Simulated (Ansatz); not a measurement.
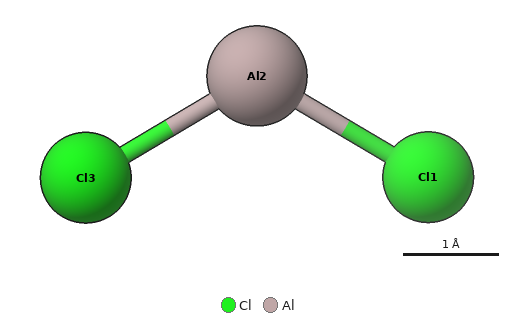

**Figure 1.** The structure as given in the input (ball-and-stick view, seen on its broad side; atoms are numbered from 1 in the order of the input). Sticks mark near contacts.

**Single-point calculation, with input and output: AlCl2**

AlCl2, multiplicity 2, computed with UKS wB97X-V/def2-TZVPP (Ansatz 0.2.0).

The geometry comes from this level: PBE0-D4/def2-TZVP.

Output:
```
Functional definition: wB97X-V
  name "wB97X-V"
  cite "Mardirossian & Head-Gordon, Phys. Chem. Chem. Phys. 16, 9904 (2014) doi:10.1039/C3CP54374A"
  cite "Becke, J. Chem. Phys. 107, 8554 (1997) doi:10.1063/1.475007"
  cite "Vydrov & Van Voorhis, J. Chem. Phys. 133, 244103 (2010) doi:10.1063/1.3521275"
  parameter omega = 0.3/bohr
  parameter cx = 0.167
  parameter cx1 = 0.603
  parameter cx2 = 1.194
  parameter css0 = 0.556
  parameter css1 = -0.257
  parameter cos0 = 1.219
  parameter cos1 = -1.850
  parameter b = 6.0
  parameter c = 0.01
  exchange = spin_sum(e_x_unif_sr(omega)*poly(b97_u_x, 1 - cx, cx1, cx2)) + cx*exact_x_sr(omega) + exact_x_lr(omega)
  correlation = spin_sum(e_c_pw_same_spin*poly(b97_u_same, css0, css1))
      + integral(e_c_pw_opposite_spin*poly(b97_u_opposite, cos0, cos1)) + vv10(b, c)
908 factors; their error is unknown
144 factors; integrals over basis functions are off by at most 4.6e-5 eV
mean field evaluation 1: about -31639.6399 eV, gradient 1.3e1 eV
mean field evaluation 2: about -31640.4371 eV, gradient 1.0e1 eV
mean field evaluation 4: about -31640.8907 eV, gradient 6.1e-1 eV
mean field evaluation 8: about -31640.9493 eV, gradient 2.0e-2 eV
mean field evaluation 16: about -31640.9494 eV, gradient 5.9e-5 eV
mean field -31640.94935501 eV, -1162.7834417907 hartree, gradient 5.9e-5 eV, S^2 0.751818; 0 other end points of the search recorded, 0 dependent functions left out
reference -31640.94935436 eV, -1162.7834417669 hartree; 24, 23 occupied and 102, 103 virtual orbitals, 908 factors
Total energy: -31640.94935436 eV, -1162.7834417669 hartree
```

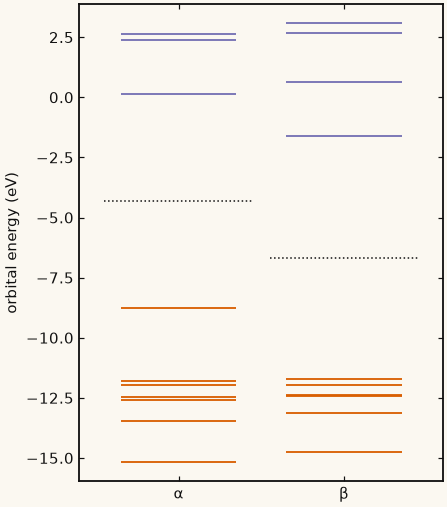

**Figure 2.** Orbital energies near the frontier for α and β spins; the dotted line parts filled from empty levels, and levels within 0.02 eV of each other stand side by side. α: highest filled −8.75 eV, lowest empty 0.15 eV, 8.90 eV apart; β: highest filled −11.72 eV, lowest empty −1.62 eV, 10.10 eV apart.

This output came from the following input.

Input file:
```yaml
crystal:
  periodic: [false, false, false]
  atoms:
    - {symbol: Cl, position_ang: [1.374825, 0.868287, 0.838685]}
    - {symbol: Al, position_ang: [-0.432106, 0.520678, -0.177210]}
    - {symbol: Cl, position_ang: [-0.953620, -1.453765, -0.674675]}
basis:
  gaussian: {orbitals: def2-TZVPP}
magnetization: {spin_polarized: true, initial_magnetization: 1}
hamiltonian: {xc: {name: wB97X-V}}
output: {orbitals: {seedname: orbitals}}
```

Summary:

```json
{"quantity": "outcome", "value": "converged"}
{"quantity": "total energy", "value": "−31640.9494 eV"}
{"quantity": "⟨S²⟩", "value": "0.752"}
{"quantity": "SCF solution under orbital rotations", "value": "stable"}
{"quantity": "HOMO (either spin)", "value": "−8.75 eV"}
{"quantity": "LUMO (either spin)", "value": "−1.62 eV"}
{"quantity": "hardware", "value": "2 CPU threads, shared host"}
{"quantity": "wall time", "value": "4.7 s (CPU time 8.8 s)"}
{"quantity": "peak memory", "value": "0.41 GiB"}
```
